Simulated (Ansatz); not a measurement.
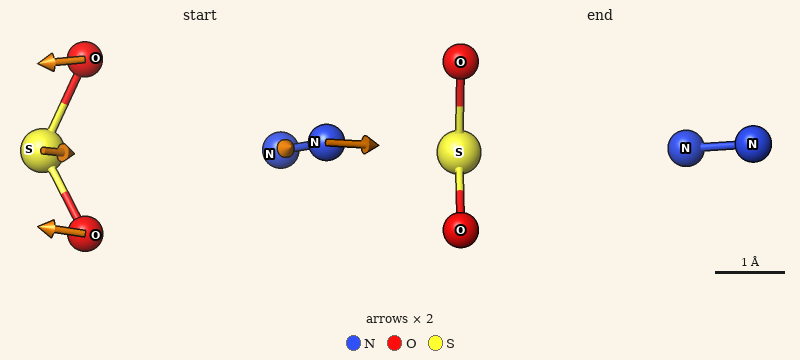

The structure of N₂SO₂ before (left) and after (right) a relaxation, at one scale. The orange arrows give the displacements, magnified 2 times.

The picture is a ball-and-stick view, seen face on.

All numbers below come from RKS PBE0-D4/def2-TZVP in Ansatz.

The input:
```yaml
crystal:
  periodic: [false, false, false]
  atoms:
    - {symbol: N, position_ang: [0.322149, 0.364573, -2.370280]}
    - {symbol: N, position_ang: [-0.475768, 0.055525, -1.660595]}
    - {symbol: O, position_ang: [0.527587, -1.296331, 0.989440]}
    - {symbol: S, position_ang: [-0.195630, -0.261169, 1.766922]}
    - {symbol: O, position_ang: [-0.178338, 1.137503, 1.274513]}
basis:
  gaussian: {orbitals: def2-TZVP}
hamiltonian: {xc: pbe0, dispersion: d4}
relax: {f_tol: 0.005, max_steps: 200}
```

Run as
```bash
ansatz run in.yaml --threads 4 --pin off --events-out ev --progress --plain --max-ram 9574MiB
```

**What changed between the two?**

N1 moves most after the best rigid fit: 0.43 Å. Largest moves by element: N 0.43 Å, O 0.37 Å, S 0.31 Å. Near-neighbour distances that change, for instance: O3–S4 1.483 → 1.431 Å, N1–N2 1.112 → 1.089 Å. The energy falls by 5.00 kcal/mol in 24 accepted moves (28 points after the start). Largest force component: 2.9 eV/Å at the start, 0.003 eV/Å at the end. The line search rejected the trial steps at points 11, 13, 16, 19 of the run.

Limits of the set-up: the start holds two separate molecules, 3.1 Å apart at their closest, whose relative position is a soft coordinate.
